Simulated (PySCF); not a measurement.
# NMR shielding calculation of CH$_{5}$BF$_{2}$Si

System: CH$_{5}$BF$_{2}$Si, SMILES C[SiH2]B(F)F.
Method: GIAO OLYP/pcSseg-1 NMR shielding, non-relativistic, gas phase (PySCF 2.14.0).

The geometry comes from this level: GFN2-xTB. It belongs to a series of runs on one base structure; here: OLYP/pcSseg-1; conv 1e-11; damp 0.2. Figures and captions count atoms from 1; the log counts them from 0 in places.

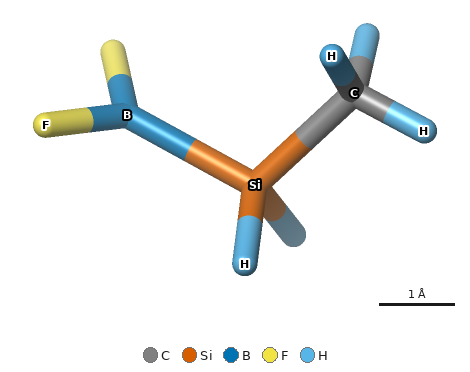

Figure 1. The input geometry (stick view, seen at a tilt). Bond lengths as drawn: B–F 1.32 Å, B–Si 1.99 Å, C–H 1.09 Å, C–Si 1.91 Å and H–Si 1.47 Å.

Results in brief

| quantity | value |
| --- | --- |
| outcome | converged |
| total energy | −555.139478 hartree |
| HOMO | −7.56 eV |
| LUMO | −1.85 eV |
| dipole moment | 1.33 D |
| isotropic shielding, C | 193.2 ppm |
| isotropic shielding, Si | 436.6 ppm |
| isotropic shielding, B | 70.1 ppm |
| isotropic shielding, F | 175.7 to 182.6 ppm |
| isotropic shielding, H | 28.0 to 31.6 ppm |
| hardware | 1 CPU thread, shared host |
| wall time | 14 s |
| peak memory | 0.5 GiB |

Notes

Settings chosen away from the usual ones: OLYP/pcSseg-1; conv 1e-11; damp 0.2.

The input
```
{"job": {"kind": "nmr", "xc": "OLYP", "basis": "pcSseg-1", "pop": true, "scf": {"conv": 1e-11, "damp": 0.2}}, "charge": 0, "multiplicity": 1}
C     -1.387745    -0.509295     0.007482
Si     0.049093     0.713513    -0.264329
B      1.772810    -0.105777     0.284093
F      2.354663    -1.101900    -0.361841
F      2.479448     0.268787     1.336490
H     -2.332290    -0.074960    -0.303504
H     -1.482776    -0.789415     1.053520
H     -1.240211    -1.420858    -0.565639
H     -0.250581     1.945097     0.481731
H      0.046472     1.079463    -1.690530
```

The first line tells a small driver script what to run in PySCF; the rest is the geometry in Å.

Command:
```bash
OMP_NUM_THREADS=1 python <driver script> task.json out
```

Output
```
damping 0.20 in the first 6 cycles
final grid: 84416 points
cycle   1  E = -555.0334313760  dE =  2.672e-01  |g| = 7.558e-01  |ddm| = 2.765e+00
cycle   2  E = -554.9786883959  dE =  5.474e-02  |g| = 9.530e-01  |ddm| = 1.067e+00
cycle   3  E = -554.9138398785  dE =  6.485e-02  |g| = 1.152e+00  |ddm| = 1.210e+00
cycle   4  E = -554.7380626941  dE =  1.758e-01  |g| = 1.512e+00  |ddm| = 1.559e+00
cycle   5  E = -554.6131343803  dE =  1.249e-01  |g| = 1.793e+00  |ddm| = 1.845e+00
cycle   6  E = -552.6474391787  dE =  1.966e+00  |g| = 3.680e+00  |ddm| = 3.748e+00
cycle   7  E = -550.4728924847  dE =  2.175e+00  |g| = 5.244e+00  |ddm| = 6.735e+00
cycle   8  E = -555.0471719805  dE = -4.574e+00  |g| = 7.062e-01  |ddm| = 6.188e+00
cycle   9  E = -555.1031991013  dE = -5.603e-02  |g| = 3.879e-01  |ddm| = 6.014e-01
cycle  10  E = -555.1383020758  dE = -3.510e-02  |g| = 6.808e-02  |ddm| = 3.448e-01
cycle  11  E = -555.1392314974  dE = -9.294e-04  |g| = 3.561e-02  |ddm| = 9.038e-02
cycle  12  E = -555.1394432540  dE = -2.118e-04  |g| = 1.370e-02  |ddm| = 3.049e-02
cycle  13  E = -555.1394761011  dE = -3.285e-05  |g| = 2.912e-03  |ddm| = 1.107e-02
cycle  14  E = -555.1394776556  dE = -1.554e-06  |g| = 4.371e-04  |ddm| = 2.311e-03
cycle  15  E = -555.1394776909  dE = -3.534e-08  |g| = 8.875e-05  |ddm| = 5.042e-04
cycle  16  E = -555.1394776936  dE = -2.637e-09  |g| = 2.270e-05  |ddm| = 1.608e-04
cycle  17  E = -555.1394776937  dE = -1.378e-10  |g| = 7.059e-06  |ddm| = 4.235e-05
cycle  18  E = -555.1394776937  dE = -1.887e-11  |g| = 7.865e-07  |ddm| = 1.098e-05
cycle  19  E = -555.1394776937  dE =  6.821e-13  |g| = 1.204e-07  |ddm| = 1.238e-06
converged SCF energy = -555.1394776937

GIAO shielding tensors (ppm)
atom      isotropic    diamagn.    paramagn.     s11        s22        s33       span
  0 C      193.215     250.502     -57.286    189.197    193.495    196.954      7.756
  1 Si     436.626     881.643    -445.017    411.490    434.148    464.241     52.751
  2 B       70.080     195.996    -125.917     44.606     81.386     84.247     39.641
  3 F      182.620     469.220    -286.600    -31.643    246.306    333.198    364.841
  4 F      175.654     468.127    -292.473    -39.842    243.420    323.384    363.226
  5 H       31.370      29.721       1.649     26.883     28.361     38.866     11.983
  6 H       31.577      30.832       0.745     27.184     29.095     38.451     11.266
  7 H       31.568      30.882       0.685     27.054     29.128     38.521     11.467
  8 H       28.094      29.673      -1.579     24.946     26.172     33.164      8.218
  9 H       27.981      29.489      -1.508     25.188     25.873     32.882      7.694
```

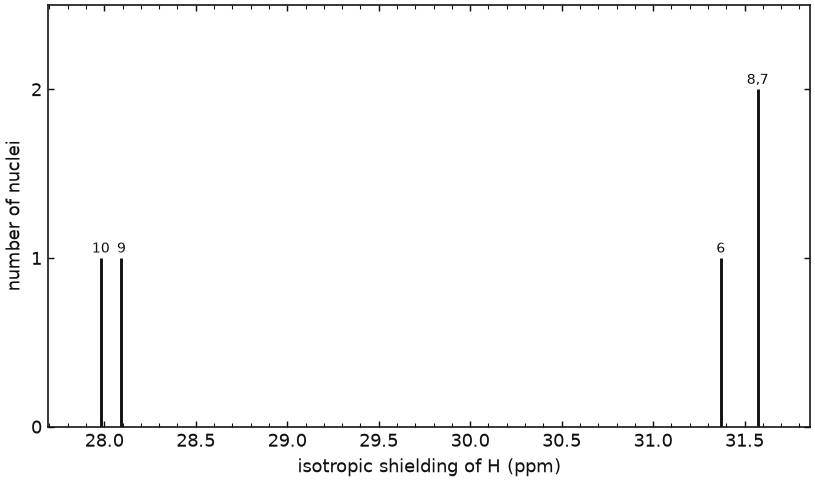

Figure 2. Isotropic shieldings of the hydrogen nuclei in this fixed geometry, labelled by atom number; shielding grows to the right, so chemical shift grows to the left. The least shielded is H10 (28.0 ppm), the most shielded H7 (31.6 ppm).

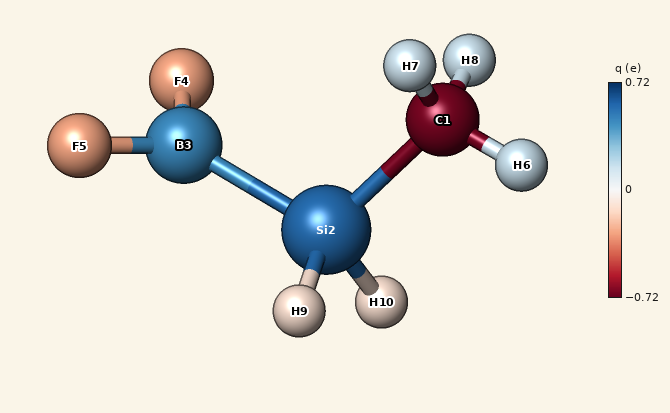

Figure 3. IAO charges, as the colour of each atom (ball-and-stick view, seen at a tilt; atoms are numbered from 1 in the order of the input). By element: C −0.68, Si +0.55, B +0.46, F −0.29 and H −0.11 to +0.16 e.
